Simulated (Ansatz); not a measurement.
F$_{3}$In$_{3}$O$_{3}$ ((FInO)3 ring)

Input file:

```
crystal:
  periodic: [false, false, false]
  atoms:
    - {symbol: In, position_ang: [0.587196, -0.725001, 1.770952]}
    - {symbol: F, position_ang: [1.157633, -1.420034, 3.495701]}
    - {symbol: O, position_ang: [-1.357582, -0.468153, 1.386669]}
    - {symbol: In, position_ang: [-1.947828, 0.267330, -0.375838]}
    - {symbol: F, position_ang: [-3.839879, 0.538658, -0.735966]}
    - {symbol: O, position_ang: [-0.585117, 0.726008, -1.764471]}
    - {symbol: In, position_ang: [1.360996, 0.455535, -1.396497]}
    - {symbol: F, position_ang: [2.682314, 0.888963, -2.756429]}
    - {symbol: O, position_ang: [1.942267, -0.263296, 0.375878]}
basis:
  gaussian: {orbitals: def2-TZVP, initial_orbitals: start.molden}
hamiltonian: {xc: pbe0, dispersion: d4}
scf: {omitted_lower_state_checks: [starts]}
output: {forces: true, orbitals: {seedname: orbitals}}
```

Run with:

```sh
ansatz run in.yaml --threads 2 --pin off --events-out ev --progress --plain --max-ram 20480MiB --backend cuda --devices 0, --max-vram 18GiB
```

Geometry: r2SCAN-D4/def2-SVP; core potentials replace the inner electrons of In; not at a stationary point (largest force 0.6 eV/Å).

Theory: RKS PBE0-D4/def2-TZVP (Ansatz 0.2.0).

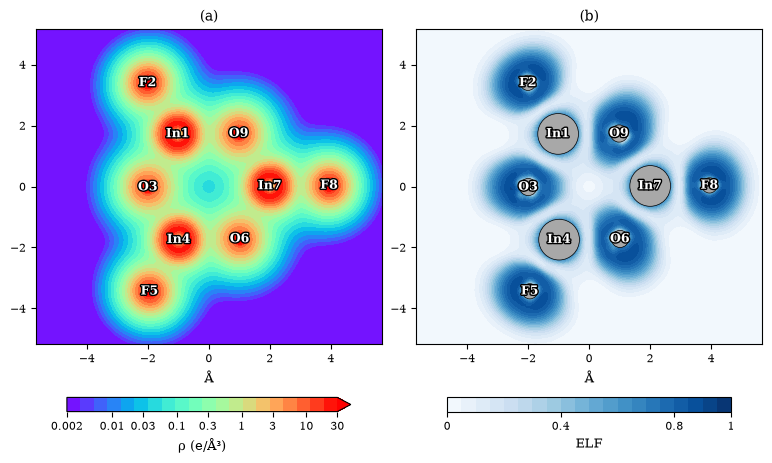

Figure 1. (a) electron density; (b) ELF on the molecular plane. Grey discs cover the atomic cores in the ELF map.

Read the bonding off the picture.

- The section cuts through In, F and O sites.
- In–F (1.95 Å): ρ at the midpoint is about 0.81 e/Å³; the ELF peaks at about 0.80 in the valence shell of F, 0.5 Å from its nucleus, and drops to about 0.15 between the two atoms.
- In–O (2.00 Å): ρ is about 0.76 e/Å³ halfway; the ELF peaks at about 0.80 in the valence shell of O, 0.6 Å from its nucleus, and drops to about 0.15 between the two atoms.
- The ELF also peaks beside F5, O6, F8, O3, O9 and F2, away from the bonds: lone-pair regions.

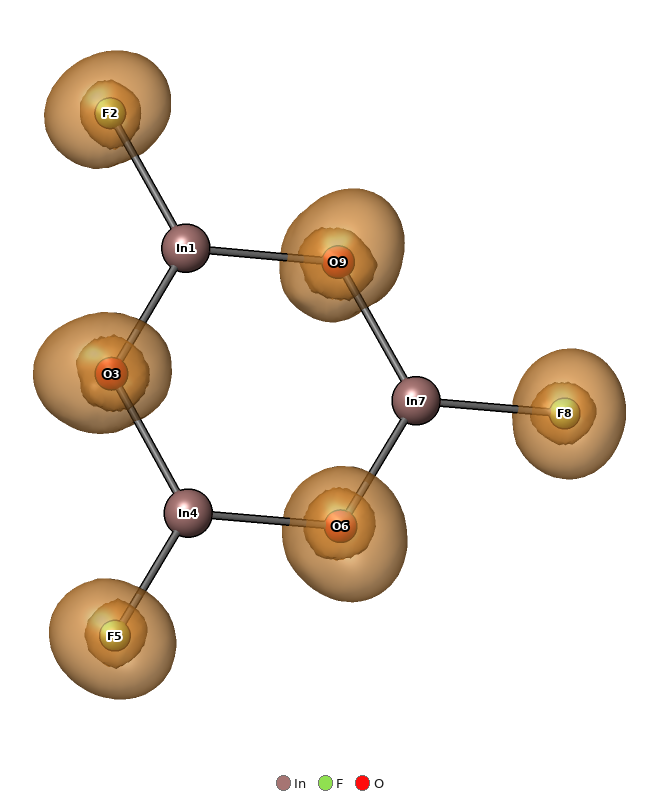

Figure 2. Isosurface of the electron localisation function at 0.75 (orange), seen at a tilt. Only the valence region is drawn (cores and ρ < 0.01 e/Å³ removed).

Identify the bonds, lone pairs and shells in this picture.

At this value the surface marks out three regions wrapped around F (the valence shell of each) and three regions wrapped around O (the valence shell of each).

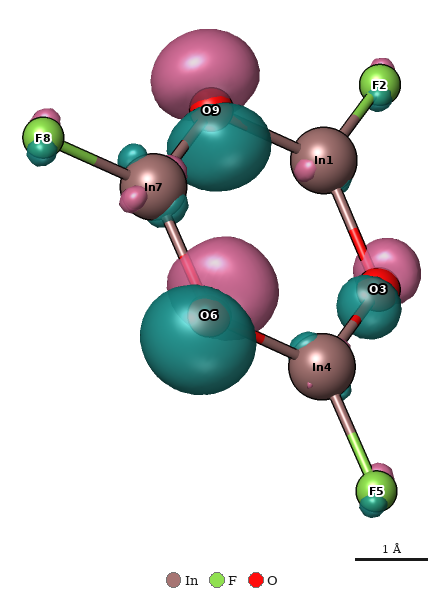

Figure 3. The HOMO at ±0.15 Å⁻³ᐟ² (teal and pink are the two phases), seen at an oblique angle.

What is the character of this orbital?

It lies mainly on O6 (about 45 %), O9 (about 30 %) and O3 (about 5 %); it is symmetric in the molecular plane (an in-plane orbital: σ, lone-pair or in-plane π type); largely a combination of lone pairs on O6, O9 and O3. It is one of a degenerate set, so its orientation is arbitrary. Its energy is −9.07 eV.
